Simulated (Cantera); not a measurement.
Input: 1 mol Si₃N₄, 1.4 mol N₂O, 940 mol H₂, 0.053 mol O₂, held at 133 Pa.

These are equilibrium values from Cantera (NASA tables, ideal gas, pure condensed phases), not measurements of a reactor. Candidate condensed phases: H₂O, Si, SiO₂, Si₂N₂O, Si₃N₄; 35 gas species. Mutual solubility and eutectic melting of coexisting phases are not modelled. Gases not in the tables: Si₂H₆ and higher silanes. Kinetics and transport are ignored.

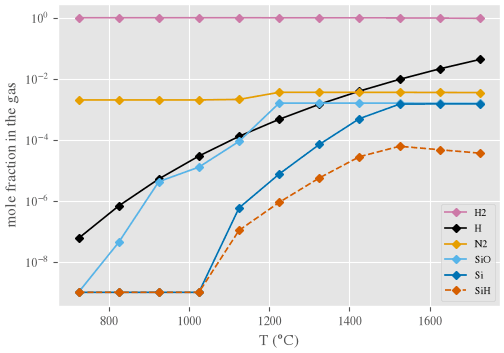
Equilibrium gas composition (values under 1e-9 drawn at 1e-9)

**Question.** Read off the mole fractions at 925 °C.

**Answer.** H₂ about 1.00, N₂ about 0.0020, H about 5.2e-6, SiO about 4.2e-6.
